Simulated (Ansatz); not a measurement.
Generalised stacking fault of NaI (rock salt) on the {110} plane. The cell below holds the perfect crystal with the plane normal along z; tilting its third vector by the shift puts one fault into each cell, between planes 2.31 Å apart, at fixed cell height.

```xyz
6
Lattice="4.6167 0.0000 0.0000 0.0000 6.5290 0.0000 2.3084 3.2645 6.9251" Properties=species:S:1:pos:R:3 pbc="T T T"
I      1.9236     2.7204     5.7709
I      1.9236     2.7204     1.1542
I      4.2320     5.9850     3.4625
Na     1.9236     5.9850     5.7709
Na     1.9236     5.9850     1.1542
Na     4.2320     2.7204     3.4625
```

In-plane vectors a = (4.617, 0.000) Å, b = (0.000, 6.529) Å, area 30.14 Å². The shift is s times the vector a (length 4.617 Å), so s = 1 restores the start. The shift is rigid: no atom relaxes. γ = [E(shift) − E(0)] / area.

These are PBE (plane waves to 420 eV, PAW, scalar-relativistic; Ansatz, an electronic-structure program) values and carry that method's errors. k mesh 6×6×6 (Γ-centred), Fermi-Dirac smearing 0.05 eV. Energies are extrapolated to zero smearing. Faults lie only 6.9 Å apart, and holding the cell height and the atoms raises γ above its relaxed value. NaI was relaxed with its symmetry unable to fall. Spin-orbit coupling is left out, though I is heavy. γ is measured from zero shift.

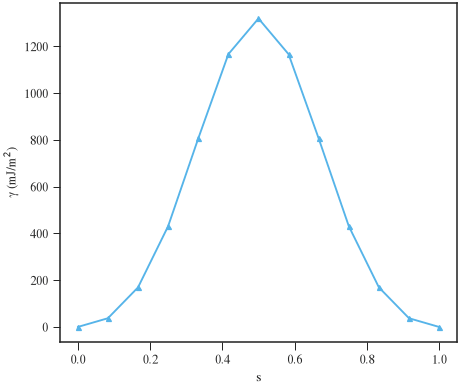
γ (mJ/m²) against s; computed points joined by lines (the last repeats the first, one period on).

Problem. Does γ have a local minimum between the ends of the line, and at which s?

Solution. No computed point is one.

Problem. What is the highest γ among twelve even steps of s?

Solution. About 1300 mJ/m².

(The slope of γ gives the shear force per area between the displaced halves; near zero shift its curvature is an elastic stiffness.)
